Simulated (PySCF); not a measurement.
SMILES C(=O)[SiH2][SiH2]CC (C3H10OSi2) at its GFN2-xTB optimised geometry (Å):

```
16

C      2.4339     0.3899    -0.5322
C      1.5729     1.1301     0.4841
Si    -0.2940     1.0212     0.0953
Si    -0.9312    -1.2029     0.0000
C     -2.8486    -1.2029     0.0000
O     -3.4920    -0.1822     0.0000
H      2.1866    -0.6710    -0.5479
H      3.4920     0.4875    -0.2929
H      2.2765     0.7899    -1.5319
H      1.7715     0.7264     1.4786
H      1.8798     2.1762     0.5132
H     -0.5177     1.7127    -1.1846
H     -0.9996     1.7777     1.1381
H     -0.5855    -1.9780    -1.2019
H     -0.5707    -2.0877     1.1190
H     -3.3860    -2.1762    -0.0045
```

Calculation: PySCF with PBE/def2-TZVP. Cells within 0.4 Å of a nucleus heavier than hydrogen are left out (blank, or x).

Map of the deformation density (molecule minus spherical neutral atoms) (e/bohr³) on the plane z = 0.0 Å:

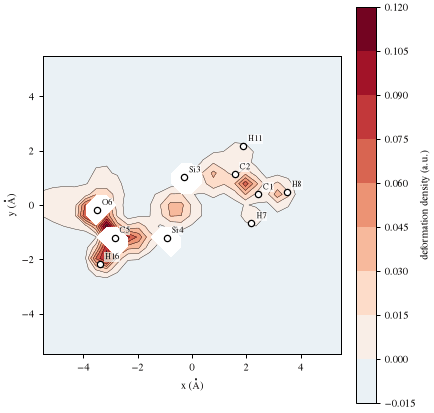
Fig. 1. Deformation density (molecule minus spherical neutral atoms) (e/bohr³) on the plane z = 0.0 Å.
